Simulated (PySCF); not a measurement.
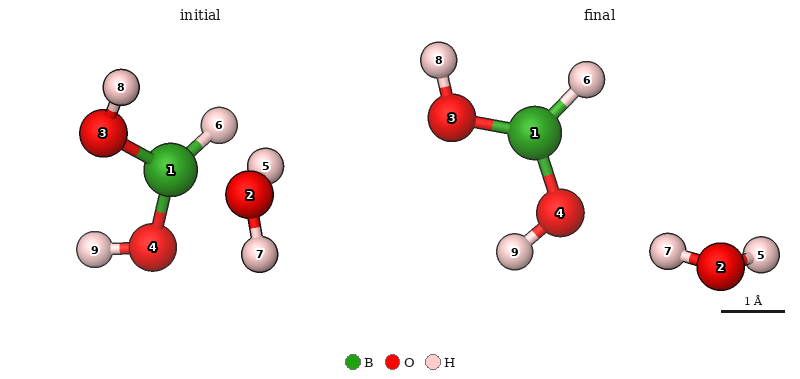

The structure of BH$_{5}$O$_{3}$ (started from a transition state, displaced along its imaginary mode) before (left) and after (right) a relaxation, at one scale.

The picture is a ball-and-stick view, seen at a tilt.

All numbers below come from PySCF 2.14.0, RKS PBE0-D4/def2-TZVP, density fitting. 

### What changed between the two?

The relaxation stopped without meeting its thresholds, so the last structure isn't shown to be converged. H5 moves most after the best rigid fit: 2.10 Å. By element the largest moves are H 2.10 Å, O 1.63 Å, B 0.83 Å. Among the contacts that change: B1–H5 1.595 → 4.133 Å, B1–O2 1.730 → 3.784 Å, O2–H5 0.827 → 0.959 Å, B1–O3 1.414 → 1.358 Å. Among the angles between lasting bonds that change: H5–O2–H7 114.4° → 104.9°, O3–B1–H6 118.9° → 123.2°, O3–B1–O4 115.0° → 118.6°. The energy falls by 42.4 kcal/mol in 89 geometry steps.
